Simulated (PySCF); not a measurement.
**ClH2Si, doublet, SMILES `Cl[SiH2]`: what the electrons do**

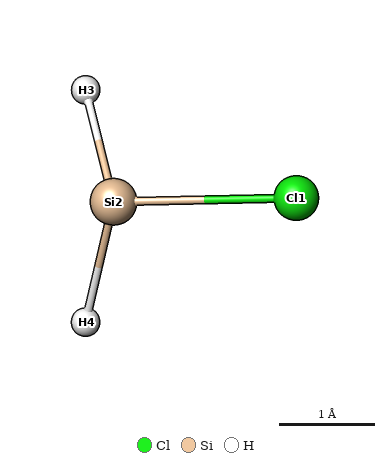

The molecule, with its atoms numbered as below. No frequency check shows the geometry to be a minimum.

Cartesian coordinates (Å):

```
Cl1     -1.0114   -0.0000    0.0149
Si2      1.0081   -0.0001   -0.0871
H3       1.5392    1.2254    0.4826
H4       1.5401   -1.2240    0.4832
```

### 1. Bonding charge

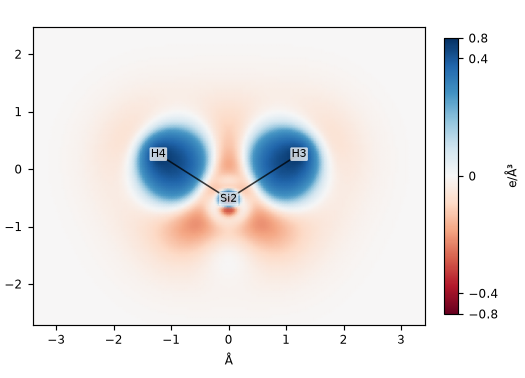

Deformation density (molecule less spherical, spin-averaged free atoms) in the plane of Si2, H3 and H4; colour scale in e/Å³, logarithmic beyond ±0.1; blue: gain, red: loss.

Computed with PySCF, LDA (SVWN)/def2-SVPD, geometry: GFN2-xTB. The stability of the open-shell solution wasn't checked. GFN2-xTB doesn't know the spin state, so this open-shell geometry is rough.

How much density has each bond in this plane gained at its critical point, relative to the free atoms?

Answer. Si2–H4 and Si2–H3: +0.20 e/Å³ at the bond critical point (bond length 1.45 Å). In all, 0.8 electrons gather in the regions of gain relative to the promolecule.

Where do the Hirshfeld charges lie?

Answer. The highest Hirshfeld charge is on Si2 (+0.21 e), the lowest on Cl1 (−0.10 e).

### 2. Electrostatic potential

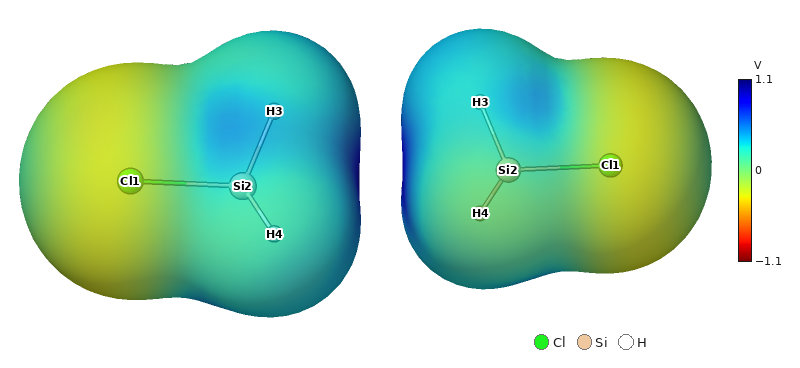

Electrostatic potential on the surface of electron density 0.001 a.u. (back view left, front view right).

Where are the extremes of the potential on the surface?

Answer. Highest: 1.02 V, about equally far (2.1 Å) from Si2, H3 and H4. Further maxima include 0.48 V, about equally far (2.2 Å) from Si2, H3 and H4; 0.47 V, 1.9 Å from H3, and at like points elsewhere. Lowest: −0.31 V, 2.1 Å from Cl1. Further minima include −0.06 V, 2.5 Å from Si2. The surface is sampled at points, so like sites can differ by a few per cent and only the strongest of them is named.

Does Cl1 carry a σ-hole?

Answer. Yes: a local maximum of +0.11 V lies on the extension of the Si2–Cl1 bond.

### 3. Spin density

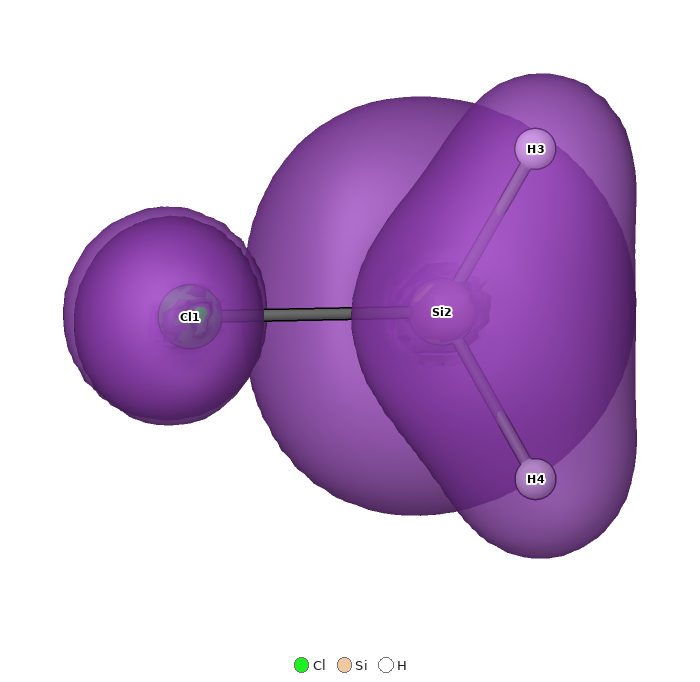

Spin density ρα − ρβ at ±0.01 e/Å³ (purple: excess α, green: excess β).

Where is the unpaired spin?

Answer. Hirshfeld spin populations: Si2 +0.76, Cl1 +0.12 and H3 and H4 +0.06. ⟨S²⟩ = 0.75, as for a pure state.

### 4. In an electric field

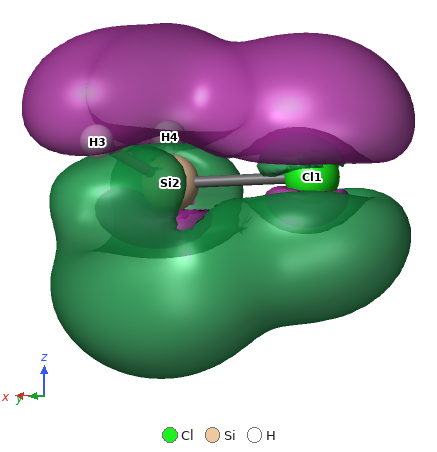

Change of the electron density in a uniform field of 0.51 V/Å, surfaces at ±0.0015 e/Å³ (green: gain, purple: loss).

Method: B3LYP/aug-cc-pVDZ; geometry: GFN2-xTB; program: PySCF. The stability of the open-shell solution wasn't checked. GFN2-xTB doesn't know the spin state, so this open-shell geometry is rough.

Along which Cartesian direction does the field point?

Answer. Along +z: electrons gather on the −z side, against the field.

What dipole is induced, and what polarisability does it imply?

Answer. The induced dipole is 1.02 D (along the field); α along this axis, from the fields in both directions, is 40 bohr³ (5.9 Å³).

Which atoms gain and lose the most charge?

Answer. Electrons gather most on Si2 (Hirshfeld charge changes by −0.025 e) and leave H3 and H4 alike most (+0.011 e); 0.092 electrons are displaced in all.

### 5. Removing or adding an electron

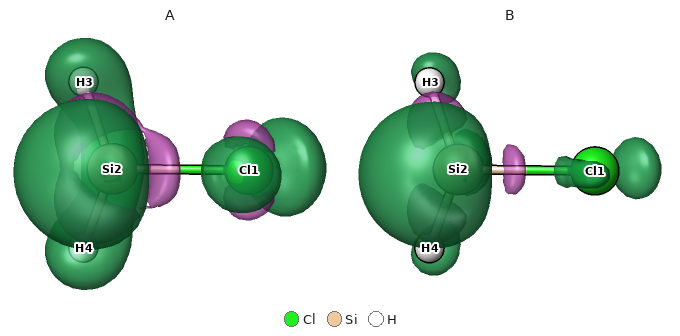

The two Fukui functions at ±0.03 e/Å³ (green positive, purple negative).

Method: B3LYP/6-311+G**; geometry: GFN2-xTB; program: PySCF. GFN2-xTB doesn't know the spin state, so this open-shell geometry is rough.

Which panel is f⁻ (electron removed) and which f⁺ (electron added)?

Answer. A is f⁻, B is f⁺. f⁻ (Hirshfeld-condensed) is largest on Si2 (0.52); the vertical ionisation energy is 8.65 eV (to the singlet cation, which needn't be its lowest state). f⁺ (Hirshfeld-condensed) is largest on Si2 (0.65); the vertical electron affinity is 0.92 eV (to the singlet anion, which needn't be its lowest state; the anion's highest orbital has positive energy, so this value and f⁺ depend on the basis).
